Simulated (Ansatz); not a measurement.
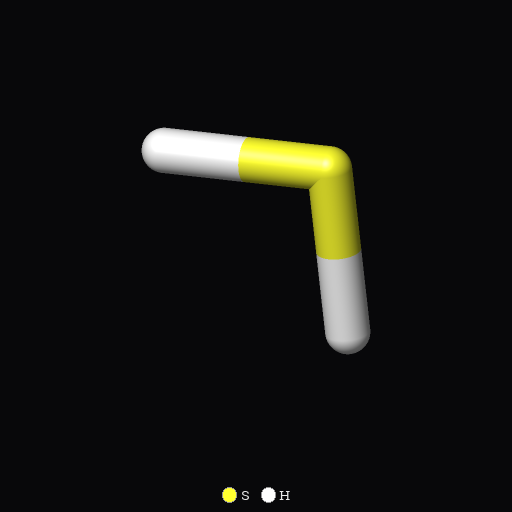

A stick model of a molecule. Every bond is drawn as one stick, whatever its order.

Count the atoms of each element.

H₂S, 3 atoms: 2 hydrogen and 1 sulfur.

Count the bonded pairs by element.

2 S–H. Sticks follow a distance rule.

The parts below concern this one geometry. Atoms keep their numbers from picture to picture. The geometry was computed by an optimisation with PBE0-D4/def2-TZVP.

Geometry

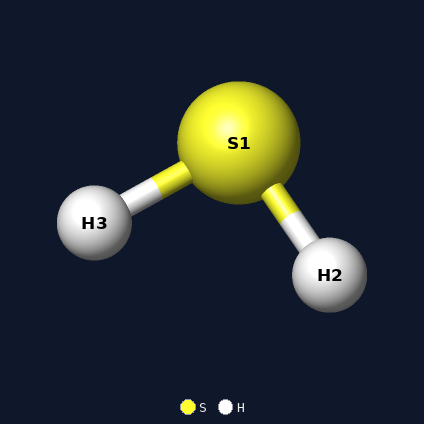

Numbered structure.

How are the neighbours of atom 1 arranged?

S1 has 2 neighbours (H2 at 1.34, H3 at 1.34 Å); the arrangement is bent.

Charges

The questions are on Mulliken charges. Method: RKS PBE0-D4/def2-TZVP (Ansatz 0.2.0).

Give the Mulliken charges atom by atom.

```csv
atom,value (e)
S1,−0.35
H2,0.17
H3,0.17
```

Dipole moment

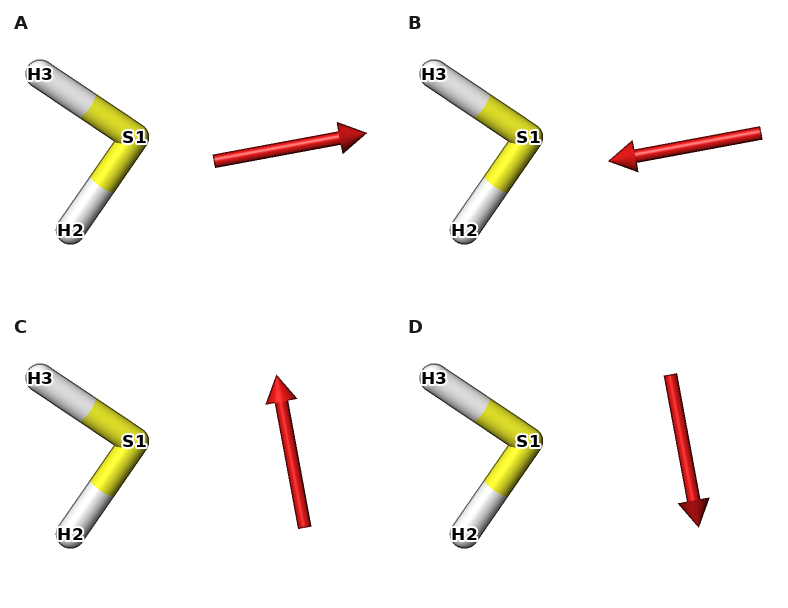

The same molecule four times, each with an arrow. Method: RKS PBE0-D4/def2-TZVP (Ansatz 0.2.0).

Which arrow points along the dipole moment, from the negative to the positive end?

B. The dipole moment is 1.16 D; it points from the side of S1 to the side of H2, H3 (the outermost atoms at the two ends).

Electronic properties

Level of theory: CCSD(T)/CBS estimate, frozen core: CCSD(T) correlation extrapolated from def2-TZVPP and def2-QZVPP (Ansatz 0.2.0).

Estimate the T1 diagnostic.

0.009.

Mulliken values depend strongly on the basis set and can even reverse the polarity of a bond.
